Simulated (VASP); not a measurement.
Band structure of ZnS (zinc blende). Computed with SCAN meta-GGA, VASP's PBE PAW potentials (set 64) (plane waves; VASP).

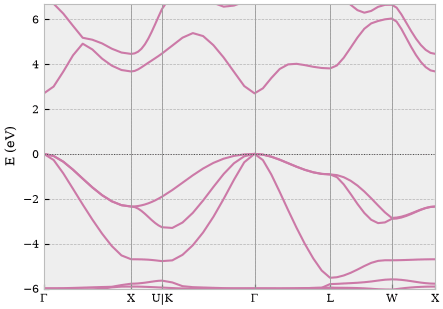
Bands along high-symmetry lines, zero at the valence-band maximum or, without a gap, the Fermi level

Task: Read the plot: is there a gap, and where are the band edges?

Result: The gap is direct, 2.70 eV, from the valence maximum at Γ to the conduction minimum at Γ.

Measured: gap 3.94 eV (computed value off by -1.24 eV), as given by Wei Chen et al., Physical Review Materials (2018), doi:10.1103/physrevmaterials.2.073803 [zero-point renormalisation of 0.1 eV added back (the table's ZPR column)].

The compound is ZnS in the zinc blende structure. It was relaxed first.
